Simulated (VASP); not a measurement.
Band structure of Al$_{3}$Sc (L1_2). Computed with MS2 meta-GGA, VASP's PBE PAW potentials (set 64) (plane waves; VASP).

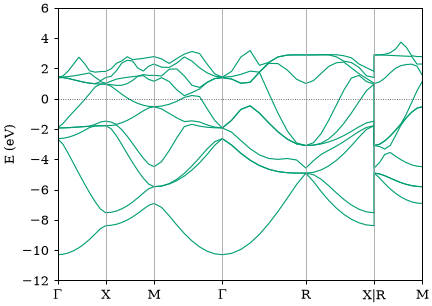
Figure. Bands along high-symmetry lines, zero at the valence-band maximum or, without a gap, the Fermi level

Question: Read the plot: is there a gap, and where are the band edges?

Answer: It has no gap at this level: it comes out as a metal or semimetal.

The compound is Al3Sc in the L1_2 structure. It was relaxed first.
